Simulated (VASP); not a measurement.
# A VASP study of BaTi2As2O (PBEsol): structure first, properties next

Aim: relax BaTi2As2O, then compute properties on the relaxed cell. The steps: relaxing cell and atoms (PBEsol), second relaxation, single point with fields (PBEsol), band structure (PBEsol), density of states (PBEsol), volume scan with PBEsol, fit for PBEsol and optical spectrum (PBEsol). The start is a computed cell from the Materials Project.

Main program and level: VASP 6.6.1; PBEsol, no spin polarisation; plane waves and PAW (Ba_sv, Ti_sv, As, O).

### Step 1. Set-up

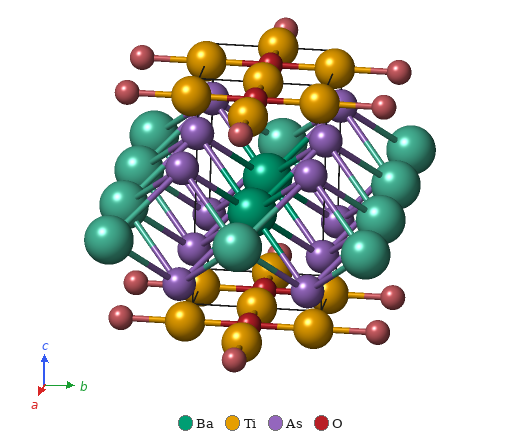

The starting structure, seen slightly off an axis (barium teal, titanium orange, arsenic purple, oxygen red). 2×1×1 cells are drawn. Some periodic images of atoms are drawn too.

### Step 2. Relaxing cell and atoms (PBEsol)

Properties are meant for the cell that this level of theory prefers, so cell and atoms are relaxed first (ISIF = 3) until forces and stress are small; EDIFFG sets the threshold. PBEsol restores the gradient expansion of exchange and is tuned for the cells of solids.

Input file INCAR:

```
SYSTEM = BaTi2As2O
PREC = Accurate
ENCUT = 520
EDIFF = 1E-06
NELM = 100
ISMEAR = 0
SIGMA = 0.05
LREAL = .FALSE.
ALGO = Normal
GGA = PS
NBANDS = 31
LASPH = .TRUE.
LORBIT = 11
LWAVE = .FALSE.
LCHARG = .FALSE.
KPAR = 4
IBRION = 2
NSW = 60
ISIF = 3
EDIFFG = -0.01
```

Input file POSCAR:

```
BaTi2As2O
1.0
    4.0649710000      0.0000000000      0.0000000000
    0.0000000000      4.0649710000      0.0000000000
    0.0000000000      0.0000000000      7.3673930000
Ba Ti As O
1 2 2 1
Direct
    0.5000000000      0.5000000000      0.5000000000
    0.0000000000      0.5000000000      0.0000000000
    0.5000000000      0.0000000000      0.0000000000
    0.0000000000      0.0000000000      0.2430050000
    0.0000000000      0.0000000000      0.7569950000
    0.5000000000      0.5000000000      0.0000000000
```

Input file KPOINTS:

```
Automatic mesh
0
Gamma
6 6 3
0 0 0
```

The projector-augmented-wave data sets are Ba_sv, Ti_sv, As and O (PBE family, release 64).

The run is started by

```bash
$ mpirun -np 4 vasp_std
```

What it wrote:

```text
[banner, memory and clock lines left out]
running    4 mpi-ranks, on    1 nodes
 distrk:  each k-point on    1 cores,    4 groups
 distr:  one band on    1 cores,    1 groups

 POSCAR found type information on POSCAR BaTiAsO
 POSCAR found :  4 types and       6 ions
|                                                                             |
|               ----> ADVICE to this user running VASP <----                  |
|                                                                             |
|     You enforced a specific xc type in the INCAR file but a different       |
|     [... a line on the potential file left out ...]
|     I HOPE YOU KNOW WHAT YOU ARE DOING!                                     |
|                                                                             |

 LDA part: xc-table for (Slater+PW92), standard interpolation
 POSCAR, INCAR and KPOINTS ok, starting setup
 FFT: planning ... GRIDC
 FFT: planning ... GRID_SOFT
 FFT: planning ... GRID
 WAVECAR not read
 entering main loop
       N       E                     dE             d eps       ncg     rms          rms(c)
DAV:   1     0.582009282860E+03    0.58201E+03   -0.23977E+04  1248   0.165E+03
DAV:   2     0.373925711546E+02   -0.54462E+03   -0.52862E+03  1311   0.475E+02
DAV:   3    -0.441382851150E+02   -0.81531E+02   -0.79707E+02  2018   0.163E+02
DAV:   4    -0.506112975392E+02   -0.64730E+01   -0.64167E+01  1904   0.396E+01
DAV:   5    -0.509571657041E+02   -0.34587E+00   -0.34575E+00  1755   0.780E+00    0.197E+01
DAV:   6    -0.456986928319E+02    0.52585E+01   -0.63933E+01  1745   0.529E+01    0.107E+01
DAV:   7    -0.443407045478E+02    0.13580E+01   -0.19358E+01  1742   0.284E+01    0.595E+00
DAV:   8    -0.440613647517E+02    0.27934E+00   -0.17362E+00  1651   0.865E+00    0.207E+00
DAV:   9    -0.440703948723E+02   -0.90301E-02   -0.57262E-01  1985   0.411E+00    0.147E+00
DAV:  10    -0.440490752316E+02    0.21320E-01   -0.17882E-01  1812   0.299E+00    0.440E-01
DAV:  11    -0.440507078612E+02   -0.16326E-02   -0.80279E-03  1570   0.600E-01    0.128E-01
DAV:  12    -0.440504544137E+02    0.25345E-03   -0.81653E-04  1746   0.200E-01    0.437E-02
DAV:  13    -0.440504772958E+02   -0.22882E-04   -0.25605E-04  1926   0.102E-01    0.158E-02
DAV:  14    -0.440504782601E+02   -0.96436E-06   -0.34440E-05  1748   0.338E-02    0.361E-03
DAV:  15    -0.440504779405E+02    0.31960E-06   -0.11158E-06  1035   0.773E-03
   1 F= -.44050478E+02 E0= -.44049328E+02  d E =-.440505E+02
 curvature:   0.00 expect dE= 0.000E+00 dE for cont linesearch  0.000E+00
 trial: gam= 0.00000 g(F)=  0.564E-02 g(S)=  0.223E+00 ort = 0.000E+00 (trialstep = 0.100E+01)
 search vector abs. value=  0.228E+00
 bond charge predicted
       N       E                     dE             d eps       ncg     rms          rms(c)
DAV:   1    -0.462873759286E+02   -0.22369E+01   -0.57079E+01  1622   0.703E+01    0.122E+01
DAV:   2    -0.447228794661E+02    0.15645E+01   -0.15219E+01  1842   0.303E+01    0.440E+00
DAV:   3    -0.441826650217E+02    0.54021E+00   -0.36632E+00  1795   0.123E+01    0.314E+00
DAV:   4    -0.440179553775E+02    0.16471E+00   -0.87682E-01  1798   0.734E+00    0.702E-01
DAV:   5    -0.440400164438E+02   -0.22061E-01   -0.20288E-01  1893   0.183E+00    0.750E-01
DAV:   6    -0.440494286138E+02   -0.94122E-02   -0.74999E-03  1735   0.540E-01    0.441E-01
DAV:   7    -0.440614038229E+02   -0.11975E-01   -0.26728E-02  2064   0.670E-01    0.892E-02
DAV:   8    -0.440618615355E+02   -0.45771E-03   -0.19773E-03  1666   0.201E-01    0.866E-02
DAV:   9    -0.440619656338E+02   -0.10410E-03   -0.34338E-04  1808   0.114E-01    0.366E-02
DAV:  10    -0.440620043094E+02   -0.38676E-04   -0.54295E-05  1689   0.470E-02    0.113E-02
DAV:  11    -0.440620057267E+02   -0.14173E-05   -0.19142E-05  1912   0.279E-02    0.237E-03
DAV:  12    -0.440620056942E+02    0.32524E-07   -0.60825E-07   916   0.464E-03
   2 F= -.44062006E+02 E0= -.44060554E+02  d E =-.115278E-01
[...]
3 F= -.44113038E+02 E0= -.44111789E+02  d E =-.625599E-01
[...]
4 F= -.44113024E+02 E0= -.44111772E+02  d E =-.625460E-01
[...]
5 F= -.44113321E+02 E0= -.44112043E+02  d E =-.296737E-03
[...]
6 F= -.44113556E+02 E0= -.44112223E+02  d E =-.531917E-03
[...]
7 F= -.44113580E+02 E0= -.44112266E+02  d E =-.242736E-04
 trial-energy change:   -0.000024  1 .order   -0.000027   -0.000146    0.000092
 step:   0.7769(harm=  0.7769)  dis= 0.00105  next Energy=   -44.113601 (dE=-0.447E-04)
 bond charge predicted
       N       E                     dE             d eps       ncg     rms          rms(c)
DAV:   1    -0.441137057109E+02   -0.12557E-03   -0.32285E-03  1572   0.507E-01    0.850E-02
DAV:   2    -0.441136274240E+02    0.78287E-04   -0.71272E-04  1778   0.216E-01    0.274E-02
DAV:   3    -0.441136017221E+02    0.25702E-04   -0.15450E-04  1802   0.747E-02    0.185E-02
DAV:   4    -0.441135964932E+02    0.52289E-05   -0.31474E-05  1730   0.420E-02    0.408E-03
DAV:   5    -0.441135978315E+02   -0.13384E-05   -0.83332E-06  1672   0.118E-02    0.459E-03
DAV:   6    -0.441135984947E+02   -0.66319E-06   -0.29769E-07   648   0.355E-03
   8 F= -.44113598E+02 E0= -.44112278E+02  d E =-.426604E-04
 curvature:  -0.41 expect dE=-0.151E-04 dE for cont linesearch -0.750E-06
 trial: gam= 0.47283 g(F)=  0.385E-05 g(S)=  0.333E-04 ort =-0.149E-04 (trialstep = 0.117E+01)
 search vector abs. value=  0.499E-04
 reached required accuracy - stopping structural energy minimisation
```

Elapsed: 2.2 min, on 4 MPI ranks of AMD EPYC 7R43, shared host; peak memory 1 GiB; 8.8 min of CPU time.

The logs omit lines about the potential files and the build; timing stands in the text.

From OUTCAR (step 2):

```text
ion  position               nearest neighbor table
   1  0.500  0.500  0.500-   4 3.44   5 3.44   4 3.44   5 3.44   4 3.44   5 3.44   4 3.44   5 3.44

  LATTYP: Found a simple tetragonal cell.
 ALAT       =     4.0649710000
 C/A-ratio  =     1.8124097318

 Subroutine GETGRP returns: Found 16 space group operations
 (whereof 16 operations were pure point group operations)

The static configuration has the point symmetry D_4h.

 Found     20 irreducible k-points:

   k-points           NKPTS =     20   k-points in BZ     NKDIM =     20   number of bands    NBANDS=     31

   dimension x,y,z NGX =    30 NGY =   30 NGZ =   56
   dimension x,y,z NGXF=    60 NGYF=   60 NGZF=  112

   ENCUT  =  520.0 eV  38.22 Ry    6.18 a.u.   7.56  7.56 13.70*2*pi/ulx,y,z

   NELECT =      50.0000    total number of electrons

 k-points in reciprocal lattice and weights: Automatic mesh
   0.00000000  0.00000000  0.00000000       0.009
   0.16666667  0.00000000  0.00000000       0.037
   0.33333333  0.00000000  0.00000000       0.037
   0.50000000  0.00000000  0.00000000       0.019
   0.16666667  0.16666667  0.00000000       0.037
   0.33333333  0.16666667  0.00000000       0.074
   0.50000000  0.16666667  0.00000000       0.037
   0.33333333  0.33333333  0.00000000       0.037
   0.50000000  0.33333333  0.00000000       0.037
[...]
0.50000000  0.33333333  0.33333333       0.074
   0.50000000  0.50000000  0.33333333       0.019

 average (electrostatic) potential at core
       1 -34.0953       2 -75.2291       3 -75.2291       4 -47.8095       5 -47.8095
       6 -71.1313

 E-fermi :   6.0027

 k-point     1 :       0.0000    0.0000    0.0000
  band No.  band energies     occupation
    ...
     22       4.2587      2.00000
     23       4.9572      2.00000
     24       5.4013      2.00000
     25       5.4013      2.00000
     26       5.7424      2.00000
     27       6.3004      0.00000
     28       7.0761      0.00000
     29       7.0761      0.00000
     30       7.4287      0.00000
     31       8.1918      0.00000

 k-point     2 :       0.1667    0.0000    0.0000
  band No.  band energies     occupation
    ...
     22       3.8242      2.00000
     23       4.2633      2.00000
     24       5.2564      2.00000
     25       5.6137      2.00000
     26       5.8080      2.00000
     27       6.6711      0.00000
     28       6.8716      0.00000
     29       7.2388      0.00000
     30       7.5553      0.00000
     31       8.2349      0.00000

 k-point     3 :       0.3333    0.0000    0.0000
  band No.  band energies     occupation
    ...
     21       3.7168      2.00000
     22       3.9334      2.00000
     23       4.1858      2.00000
     24       4.9934      2.00000
     25       5.7505      2.00000
     26       6.2141      0.00000
     27       6.3760      0.00000
     28       6.9546      0.00000
     29       7.2599      0.00000
     30       7.6191      0.00000
    ...

  Total       -0.0445195     -0.0445195     -0.0131929      0.0000000     -0.0000000      0.0000000
  in kB       -0.6104883     -0.6104883     -0.1809121      0.0000000     -0.0000000      0.0000000
  external PRESSURE =      -0.4672962 kB  Pullay stress =       0.0000000 kB

  energy-cutoff  :      520.00
  volume of cell :      116.84
      direct lattice vectors                 reciprocal lattice vectors
     4.008676530  0.000000000 -0.000000000     0.249458891  0.000000000  0.000000000
    -0.000000000  4.008676530 -0.000000000    -0.000000000  0.249458891 -0.000000000
    -0.000000000  0.000000000  7.270784201     0.000000000  0.000000000  0.137536746

 POSITION                                       TOTAL-FORCE (eV/Angst)
 -----------------------------------------------------------------------------------
      2.00434      2.00434      3.63539         0.000000     -0.000000      0.000000
     -0.00000      2.00434      7.27078        -0.000000      0.000000      0.000000
      2.00434      0.00000      7.27078        -0.000000      0.000000      0.000000
     -0.00000      0.00000      1.76678        -0.000000      0.000000      0.006321
     -0.00000      0.00000      5.50400         0.000000     -0.000000     -0.006321
      2.00434      2.00434      7.27078        -0.000000      0.000000      0.000000
 -----------------------------------------------------------------------------------
    total drift:                                0.000000     -0.000000      0.000000

  FREE ENERGIE OF THE ION-ELECTRON SYSTEM (eV)
  ---------------------------------------------------
  free  energy   TOTEN  =       -44.1135984947 eV

  energy  without entropy=      -44.1109569064  energy(sigma->0) =      -44.11227770

 reached required accuracy - stopping structural energy minimisation

 total charge
# of ion       s       p       d       tot
------------------------------------------
    1        2.007   5.578   0.338   7.922
    2        2.185   6.174   1.955  10.313
    3        2.185   6.174   1.955  10.313
    4        1.215   1.613   0.025   2.852
    5        1.215   1.613   0.025   2.852
    6        1.560   3.489   0.000   5.049
--------------------------------------------------
tot         10.365  24.641   4.297  39.303

[... 3 further parts left out ...]
```

CONTCAR:

```
BaTi2As2O
   1.00000000000000
     4.0086765299276621    0.0000000000000000   -0.0000000000000000
    -0.0000000000000000    4.0086765299276621   -0.0000000000000000
    -0.0000000000000000    0.0000000000000000    7.2707842006113665
  Ba              Ti              As              O
     1     2     2     1
Direct
     0.5000000000000000    0.5000000000000000    0.5000000000000000
     0.0000000000000000    0.5000000000000000    1.0000000000000000
     0.5000000000000000    0.0000000000000000    1.0000000000000000
     0.0000000000000000    0.0000000000000000    0.2429978269729167
     0.0000000000000000    0.0000000000000000    0.7570021730270833
     0.5000000000000000    0.5000000000000000    1.0000000000000000
```

This run has no spin polarisation, although Ti can carry a moment. The k-mesh is coarse for a metal. Harder data sets than Ba_sv exist (the GW ones), and pressures, volumes and forces can shift noticeably with them. The PAW data sets were made with PBE, which is usual practice but a small mismatch for other functionals. The run keeps the 16 symmetry operations of its start, so it cannot find a distortion of lower symmetry.

Step by step:

```csv
step,energy less that of the first step (eV),largest force (eV/Å),pressure (GPa),volume (Å³)
1,0.0000,0.2418,-3.93,121.74
2,-0.0115,0.3165,3.98,113.17
3,-0.0626,0.0373,-0.05,117.12
4,-0.0625,0.0430,0.02,117.02
5,-0.0628,0.0366,0.04,116.93
6,-0.0631,0.0239,0.06,116.75
7,-0.0631,0.0049,-0.08,116.90
8,-0.0631,0.0063,-0.05,116.84
```

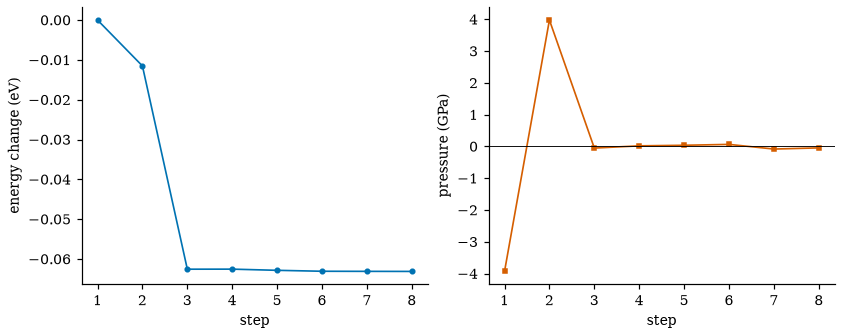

Energy and pressure along the relaxation.

```csv
"conventional cell, symmetrised",before,after,change
a (Å),4.065,4.009,-1.4 %
b (Å),4.065,4.009,-1.4 %
c (Å),7.367,7.271,-1.3 %
volume (Å³/atom),20.29,19.47,-4.0 %
```

Final coordinates:

```cif
data_structure
_symmetry_space_group_name_H-M 'P 1'
_symmetry_Int_Tables_number 1
_cell_length_a 4.0087
_cell_length_b 4.0087
_cell_length_c 7.2708
_cell_angle_alpha 90.000
_cell_angle_beta 90.000
_cell_angle_gamma 90.000
_cell_volume 116.84
loop_
_atom_site_label
_atom_site_type_symbol
_atom_site_fract_x
_atom_site_fract_y
_atom_site_fract_z
_atom_site_occupancy
Ba1 Ba 0.50000 0.50000 0.50000 1
Ti2 Ti 0.00000 0.50000 0.00000 1
Ti3 Ti 0.50000 0.00000 0.00000 1
As4 As 0.00000 0.00000 0.24300 1
As5 As 0.00000 0.00000 0.75700 1
O6 O 0.50000 0.50000 0.00000 1
```

This step gave:

- electrons: 50
- bands: 31
- irreducible k-points: 20
- symmetry operations: 16
- free energy (TOTEN): -44.11 eV
- energy at zero smearing: -44.11 eV
- Fermi energy: 6.003 eV
- pressure: -0.04673 GPa
- metallic: yes
- SCF cycles over all ionic steps: 76

It ends with a largest force of 0.006 eV/Å and a pressure of -0.05 GPa.

(Part 1 of 5 ends here.)

[Lines on the potential files, build, host, timing and source positions are cut from VASP's logs without a mark.]

[Logs are printed without paths, hosts, clocks, repeated set-up lines and the standing remarks that a program may print on its own settings, such as how far it seeks lower states.]

[Hosts, paths, dates, database ids (printed as entryN), source tags and the programs' standing remarks are cut or masked in the printed files.]

[A measured line is paired with the nearest computed mode of its activity, which favours agreement.]

[In band tables of VASP the shares of atoms and orbitals are scaled to a sum of 1 inside the atoms' spheres.]
